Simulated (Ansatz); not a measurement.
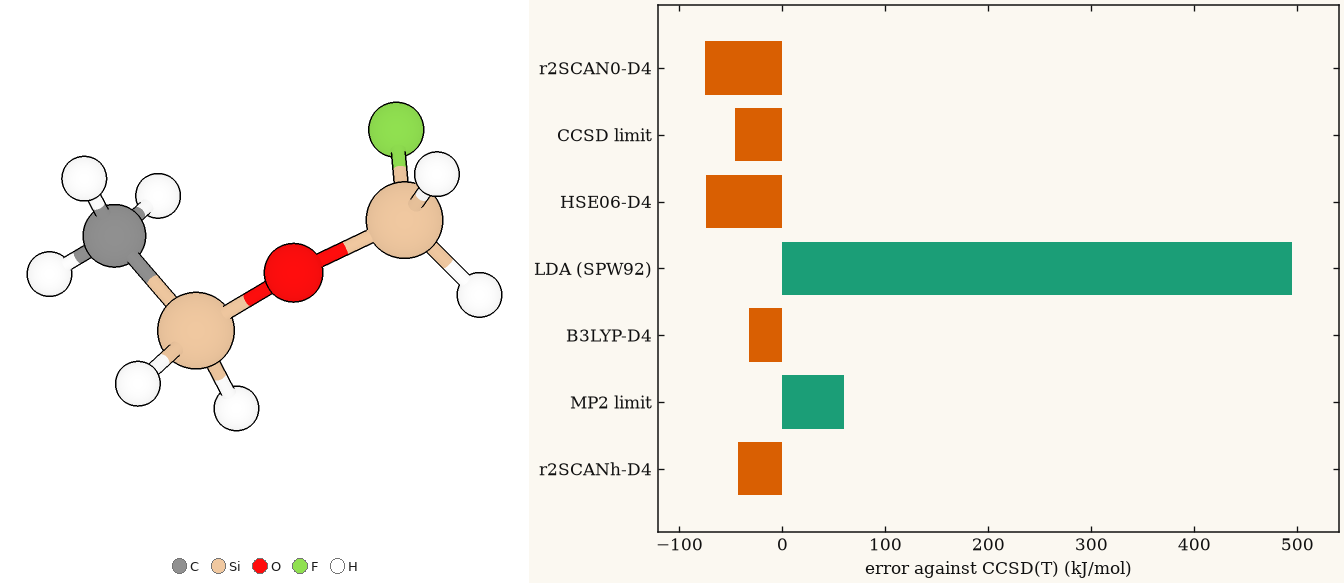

Error in the electronic atomisation energy (method less reference, so positive means overbinding) of CH₇FOSi₂, SMILES C[SiH2]O[SiH2]F: functionals in def2-TZVPP against frozen-core CCSD(T) at the limit (MP2 extrapolated from triple and quadruple zeta, plus CCSD(T) less MP2 in a smaller set), which gives 4481.3 kJ/mol, at a PBE0-D4/def2-TZVP geometry (a minimum by its frequencies), no zero-point or spin-orbit term, the Ansatz code. The reference leaves out core correlation, a term that grows with the number of heavy atoms. Limit means the basis limit.

Question: What range do the values span?

Answer: From −75.3 kJ/mol (r2SCAN0-D4) to 495.0 kJ/mol (LDA (SPW92)).

Question: Give the values.

Answer:
| level | kJ/mol |
| --- | --- |
| r2SCAN0-D4 | −75.3 |
| CCSD limit | −45.6 |
| HSE06-D4 | −74.0 |
| LDA (SPW92) | 495.0 |
| B3LYP-D4 | −32.4 |
| MP2 limit | 59.8 |
| r2SCANh-D4 | −43.5 |

Limits of at least one run: one conformer of a flexible molecule.
